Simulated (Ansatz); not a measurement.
## BeSe: pressure series

Start from BeSe in the zinc blende structure (space group F-43m, No. 216; a = 5.1776 Å).

Cell and atoms are relaxed at each pressure.

All numbers come from PBE (Ansatz, a quantum-chemistry and plane-wave program; PAW; 420 eV plane waves; spin-orbit coupling left out).

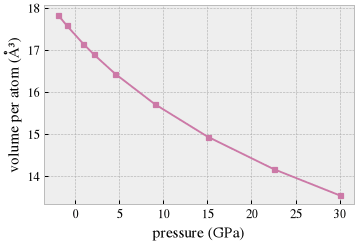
Figure: Volume against pressure

Problem. Estimate the zero-pressure bulk modulus from the plot.

Solution. About 75 GPa; a third-order Birch–Murnaghan fit to the points gives V₀ = 17.35 Å³/atom, B₀ = 75 GPa and B₀′ = 3.9.

Between the base and pressure 9 GPa the gap moves from 2.67 eV to 2.45 eV, a mean slope of -25 meV/GPa.

Load acts through the strain it causes; cell and atoms are relaxed under it. Stability against distortions was not tested. Competing high-pressure phases were not computed.
